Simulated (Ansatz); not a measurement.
# InClF2: an energy map over bond length F1–In2 and bond length In2–F3

Aim: map the energy of ClF2In, SMILES [F][In]([F])[Cl] over two coordinates, and find its wells, ridges and stiffness.

The runs use Ansatz 0.2.0; RKS B3LYP-D4/def2-TZVP.

## 1. Starting geometry

SMILES `[F][In]([F])[Cl]`, 4 atoms, charge 0, spin multiplicity 1.

Atoms are counted from 1 here; the program's logs count them from 0.

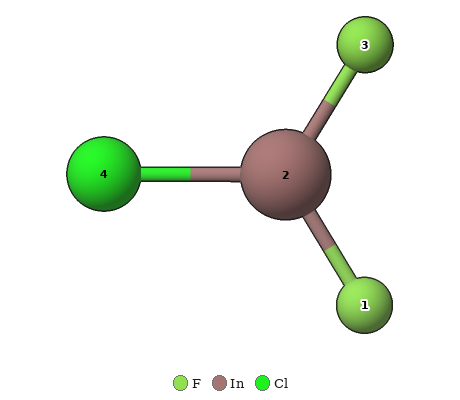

Start geometry, drawn with colours as in the key; atoms are numbered from 1 in the order of the file.

Geometry (Å):

```
F     0.5858    0.6545    1.7906
In    0.0618   -0.0527    0.0389
F     0.8386   -1.7643   -0.5194
Cl   -1.4307    1.1022   -1.3305
```

## 2. Relaxing the molecule

input.yaml reads:

```yaml
crystal:
  periodic: [false, false, false]
  atoms:
    - { symbol: F, position_ang: [0.585828, 0.654485, 1.790632] }
    - { symbol: In, position_ang: [0.061781, -0.0527, 0.038918] }
    - { symbol: F, position_ang: [0.838637, -1.764313, -0.519374] }
    - { symbol: Cl, position_ang: [-1.430745, 1.102228, -1.330476] }
basis:
  gaussian: { orbitals: def2-TZVP }
hamiltonian:
  xc: { name: B3LYP }
  dispersion: d4
output:
  forces: true
relax:
  f_tol: 0.003
  max_steps: 120
```

Command:

```
> ansatz run input.yaml --threads 1 --pin off --max-ram 2560MiB --backend cpu --events-out ev --progress --plain --runs-dir out
```

Log, cut to the lines that bear on the results:

```text
Warning: RAYON_NUM_THREADS=1 ignored (pool sized by the plan → 1); use --threads N
[...]
Functional definition: B3LYP
[...]
1040 factors; their error is unknown
[...]
mean field -23138.11131557 eV, -850.3099072722 hartree, gradient 7.7e-5 eV, S^2 0.000000; 0 other end points of the search recorded, 0 dependent functions left out
[...]
reference -23138.11158850 eV, -850.3099173021 hartree; 28, 28 occupied and 121, 121 virtual orbitals, 1040 factors
relax step   1: F+E_penalty+E_count = -23138.24237647 eV  Δ(F+E_penalty+E_count) = +0.000e0 eV  max|allowed force component| = 4.785e-1 eV/Å  Δτ_max = 0.0000 Å  (29 SCF iters, accepted)
[...]
relax step   3: F+E_penalty+E_count = -23138.26587439 eV  Δ(F+E_penalty+E_count) = -8.547e-4 eV  max|allowed force component| = 1.520e-2 eV/Å  Δτ_max = 0.0131 Å  (33 SCF iters, accepted)
[...]
relax step   4: F+E_penalty+E_count = -23138.26595604 eV  Δ(F+E_penalty+E_count) = -8.166e-5 eV  max|allowed force component| = 1.921e-3 eV/Å  Δτ_max = 0.0058 Å  (33 SCF iters, accepted)
1040 factors; their error is unknown
mean field -23138.13377640 eV, -850.3107326922 hartree, gradient 1.6e-5 eV, S^2 0.000000; 1 other end points of the search recorded, 0 dependent functions left out
[...]
reference -23138.13404925 eV, -850.3107427193 hartree; 28, 28 occupied and 121, 121 virtual orbitals, 1040 factors
Total energy: -23138.26622889 eV, -850.3156002317 hartree
Atom 0 at     0.593178     0.618250     1.762690 Å, force    -0.000578    -0.000712    -0.001858 eV/Å
Atom 1 at     0.047497    -0.041065     0.025781 Å, force     0.001921    -0.001462     0.001799 eV/Å
Atom 2 at     0.838140    -1.733319    -0.484589 Å, force    -0.000863     0.001821     0.000524 eV/Å
Atom 3 at    -1.423314     1.095833    -1.324182 Å, force    -0.000480     0.000352    -0.000465 eV/Å
Dipole moment:    -0.167353     0.129358    -0.153610 e Å
```

It took 25 s on 1 thread of Arm Neoverse V2, shared host; peak memory 0.3 GiB.

The steps of the relaxation:

| step | energy from step 1 (eV) | largest force component (eV/Å) |
| --- | --- | --- |
| 1 | 0.0000 | 0.4785 |
| 2 | -0.0226 | 0.0479 |
| 3 | -0.0235 | 0.0152 |
| 4 | -0.0236 | 0.0019 |

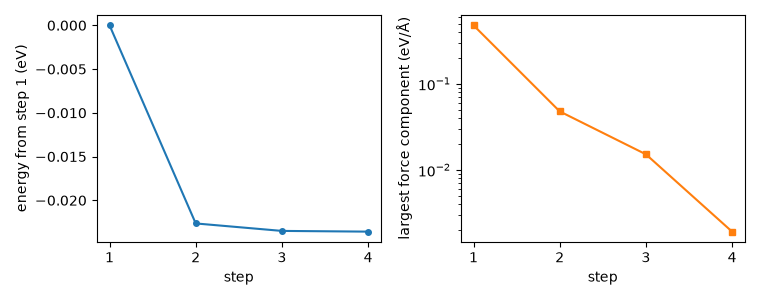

Energy and largest force along the relaxation.

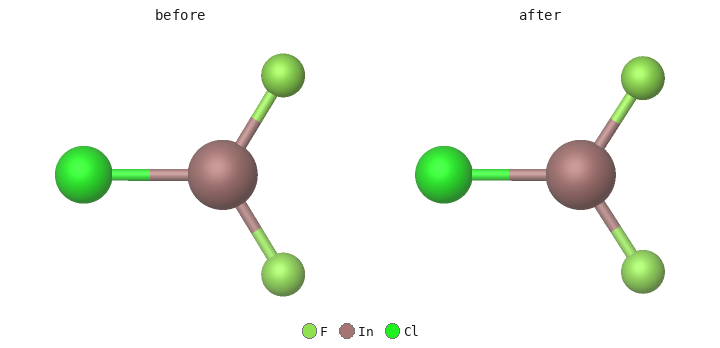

The geometry before (left) and after (right).

Distances of close pairs at the start and the end, largest changes first:

| bond | before (Å) | after (Å) | change (Å) |
| --- | --- | --- | --- |
| In2–Cl4 | 2.332 | 2.297 | -0.034 |
| In2–F3 | 1.961 | 1.936 | -0.025 |
| F1–In2 | 1.960 | 1.936 | -0.024 |

## 3. The grid

First coordinate, bond length F1–In2: 11 values from 1.588 to 2.904 Å. Second coordinate, bond length In2–F3: 11 values from 1.588 to 2.904 Å.

Nothing else is relaxed (all other coordinates rigid). Energies count from the relaxed molecule at the same level.

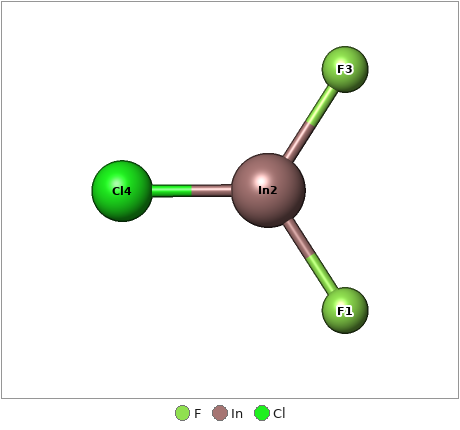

The geometry at bond length F1–In2 = 2.246 Å, bond length In2–F3 = 2.246 Å.

Below, 2 of the grid's runs; all are launched alike.

## 4. The run at bond length F1–In2 = 1.983 Å, bond length In2–F3 = 1.983 Å

input.yaml reads:

```yaml
crystal:
  periodic: [false, false, false]
  atoms:
    - { symbol: F, position_ang: [0.593178, 0.61825, 1.76269] }
    - { symbol: In, position_ang: [0.034341, -0.056961, -0.016096] }
    - { symbol: F, position_ang: [0.844046, -1.790015, -0.538771] }
    - { symbol: Cl, position_ang: [-1.436471, 1.079937, -1.366059] }
basis:
  gaussian: { orbitals: def2-TZVP }
hamiltonian:
  xc: { name: B3LYP }
  dispersion: d4
output:
  forces: true
```

Command:

```
> ansatz run input.yaml --threads 1 --pin off --max-ram 2560MiB --backend cpu --events-out ev --progress --plain --runs-dir out
```

Log, cut to the lines that bear on the results:

```text
Warning: RAYON_NUM_THREADS=1 ignored (pool sized by the plan → 1); use --threads N
[...]
[... 1 set-up line as earlier in the session ...]
[...]
1040 factors; their error is unknown
[...]
mean field -23138.08901471 eV, -850.3090877306 hartree, gradient 4.3e-6 eV, S^2 0.000000; 0 other end points of the search recorded, 0 dependent functions left out
[...]
reference -23138.08928760 eV, -850.3090977590 hartree; 28, 28 occupied and 121, 121 virtual orbitals, 1040 factors
Total energy: -23138.22012461 eV, -850.3139059305 hartree
Atom 0 at     0.593178     0.618250     1.762690 Å, force    -0.262301    -0.328460    -0.848096 eV/Å
Atom 1 at     0.034341    -0.056961    -0.016096 Å, force     0.618969    -0.478440     0.568121 eV/Å
Atom 2 at     0.844046    -1.790015    -0.538771 Å, force    -0.382669     0.827002     0.256115 eV/Å
Atom 3 at    -1.436471     1.079937    -1.366059 Å, force     0.026001    -0.020102     0.023860 eV/Å
Dipole moment:    -0.203013     0.156920    -0.186338 e Å
```

It took 5.1 s on 1 thread of Arm Neoverse V2, shared host; peak memory 0.29 GiB.

On the map this point reads 4.4 kJ/mol.

## 5. The run at bond length F1–In2 = 2.246 Å, bond length In2–F3 = 2.246 Å

input.yaml reads:

```yaml
crystal:
  periodic: [false, false, false]
  atoms:
    - { symbol: F, position_ang: [0.593178, 0.61825, 1.76269] }
    - { symbol: In, position_ang: [-0.039776, -0.146512, -0.252012] }
    - { symbol: F, position_ang: [0.877318, -2.109417, -0.844008] }
    - { symbol: Cl, position_ang: [-1.510588, 0.990386, -1.601975] }
basis:
  gaussian: { orbitals: def2-TZVP }
hamiltonian:
  xc: { name: B3LYP }
  dispersion: d4
output:
  forces: true
```

Command:

```
> ansatz run input.yaml --threads 1 --pin off --max-ram 2560MiB --backend cpu --events-out ev --progress --plain --runs-dir out
```

Log, cut to the lines that bear on the results:

```text
Warning: RAYON_NUM_THREADS=1 ignored (pool sized by the plan → 1); use --threads N
[...]
[... 1 set-up line as earlier in the session ...]
[...]
1040 factors; their error is unknown
[...]
mean field -23136.80962148 eV, -850.2620708967 hartree, gradient 3.4e-5 eV, S^2 0.000000; 0 other end points of the search recorded, 0 dependent functions left out
[...]
reference -23136.80989580 eV, -850.2620809777 hartree; 28, 28 occupied and 121, 121 virtual orbitals, 1040 factors
Total energy: -23136.93610020 eV, -850.2667189038 hartree
Atom 0 at     0.593178     0.618250     1.762690 Å, force    -0.920268    -1.138570    -2.959704 eV/Å
Atom 1 at    -0.039776    -0.146512    -0.252012 Å, force     2.159938    -1.669562     1.982487 eV/Å
Atom 2 at     0.877318    -2.109417    -0.844008 Å, force    -1.339432     2.885249     0.885656 eV/Å
Atom 3 at    -1.510588     0.990386    -1.601975 Å, force     0.099761    -0.077116     0.091561 eV/Å
Dipole moment:    -0.383936     0.296768    -0.352396 e Å
```

Run time: 4.7 s. Hardware: 1 thread of Arm Neoverse V2, shared host; peak memory 0.28 GiB.

On the map this point reads 128 kJ/mol.

## 6. All points together

66 points were computed, 55 more follow by symmetry. Energies in kJ/mol, from the relaxed molecule at the same level:

| bond length In2–F3 (Å) ↓, bond length F1–In2 (Å) → | 1.588 | 1.719 | 1.851 | 1.983 | 2.114 | 2.246 | 2.378 | 2.509 | 2.641 | 2.773 | 2.904 |
| --- | --- | --- | --- | --- | --- | --- | --- | --- | --- | --- | --- |
| 2.904 | 501 | 333 | 272 | 269 | 294 | 332 | 374 | 416 | 456 | 493 | 527 |
| 2.773 | 466 | 297 | 237 | 233 | 258 | 297 | 340 | 382 | 422 | 460 | 493 |
| 2.641 | 427 | 258 | 197 | 194 | 219 | 258 | 301 | 344 | 385 | 422 | 456 |
| 2.509 | 386 | 217 | 155 | 152 | 177 | 216 | 259 | 303 | 344 | 382 | 416 |
| 2.378 | 344 | 174 | 112 | 108 | 133 | 172 | 216 | 259 | 301 | 340 | 374 |
| 2.246 | 304 | 132 | 70 | 65 | 90 | 128 | 172 | 216 | 258 | 297 | 332 |
| 2.114 | 269 | 97 | 33 | 28 | 52 | 90 | 133 | 177 | 219 | 258 | 294 |
| 1.983 | 251 | 76 | 11 | 4 | 28 | 65 | 108 | 152 | 194 | 233 | 269 |
| 1.851 | 263 | 86 | 19 | 11 | 33 | 70 | 112 | 155 | 197 | 237 | 272 |
| 1.719 | 336 | 155 | 86 | 76 | 97 | 132 | 174 | 217 | 258 | 297 | 333 |
| 1.588 | 522 | 336 | 263 | 251 | 269 | 304 | 344 | 386 | 427 | 466 | 501 |

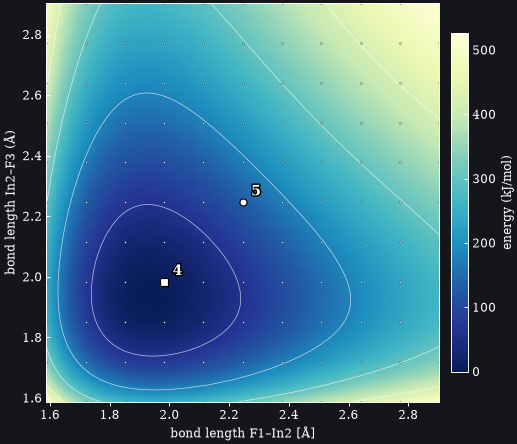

The map; numbers mark the steps of this session that print a point's run. In the figure: a smooth colour map, dots at the grid points. Between grid points the surface is interpolated.

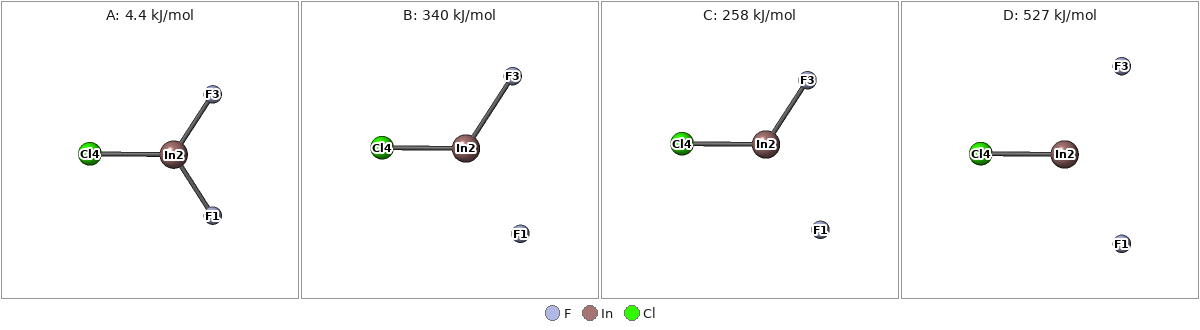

Structures on the grid, at one scale: A at bond length F1–In2 = 1.983 Å, bond length In2–F3 = 1.983 Å; B at bond length F1–In2 = 2.773 Å, bond length In2–F3 = 2.378 Å; C at bond length F1–In2 = 2.773 Å, bond length In2–F3 = 2.114 Å; D at bond length F1–In2 = 2.904 Å, bond length In2–F3 = 2.904 Å.

The dipole moment (D) at each point:

```
bond length In2–F3 (Å) ↓, bond length F1–In2 (Å) →  1.588  1.719  1.851  1.983  2.114  2.246  2.378  2.509  2.641  2.773  2.904
                                             2.904   5.26   4.91   4.65   4.48   4.41   4.41   4.47   4.56   4.67   4.78   4.89
                                             2.773   4.83   4.51   4.27   4.14   4.10   4.14   4.24   4.36   4.50   4.65   4.78
                                             2.641   4.36   4.06   3.85   3.76   3.76   3.84   3.98   4.15   4.33   4.50   4.67
                                             2.509   3.86   3.57   3.39   3.34   3.39   3.53   3.72   3.93   4.15   4.36   4.56
                                             2.378   3.32   3.04   2.90   2.89   3.00   3.20   3.45   3.72   3.98   4.24   4.47
                                             2.246   2.75   2.48   2.36   2.42   2.60   2.88   3.20   3.53   3.84   4.14   4.41
                                             2.114   2.16   1.88   1.80   1.94   2.23   2.60   3.00   3.39   3.76   4.10   4.41
                                             1.983   1.57   1.26   1.25   1.52   1.94   2.42   2.89   3.34   3.76   4.14   4.48
                                             1.851   1.02   0.61   0.75   1.25   1.80   2.36   2.90   3.39   3.85   4.27   4.65
                                             1.719   0.72   0.08   0.61   1.26   1.88   2.48   3.04   3.57   4.06   4.51   4.91
                                             1.588   0.95   0.72   1.02   1.57   2.16   2.75   3.32   3.86   4.36   4.83   5.26
```

## 7. Outcome

| quantity | value |
| --- | --- |
| lowest point | bond length F1–In2 = 1.983 Å, bond length In2–F3 = 1.983 Å, 4.4 kJ/mol |
| highest computed point | bond length F1–In2 = 2.904 Å, bond length In2–F3 = 2.904 Å, 522 kJ/mol above the lowest |
| dipole moment (D) | 0.08 at bond length F1–In2 = 1.719 Å, bond length In2–F3 = 1.719 Å to 5.26 at bond length F1–In2 = 1.588 Å, bond length In2–F3 = 2.904 Å; 1.52 at the lowest point |
| time for the whole task | 5.8 min on 1 thread, shared host |

**Reading.** The lowest computed point is at bond length F1–In2 = 1.983 Å, bond length In2–F3 = 1.983 Å, 4.4 kJ/mol from the relaxed molecule at the same level. The grid shows no other well, apart from its symmetry copies. The highest computed point, bond length F1–In2 = 2.904 Å, bond length In2–F3 = 2.904 Å, lies 522 kJ/mol above the lowest. Round the minimum the two coordinates are nearly uncoupled.
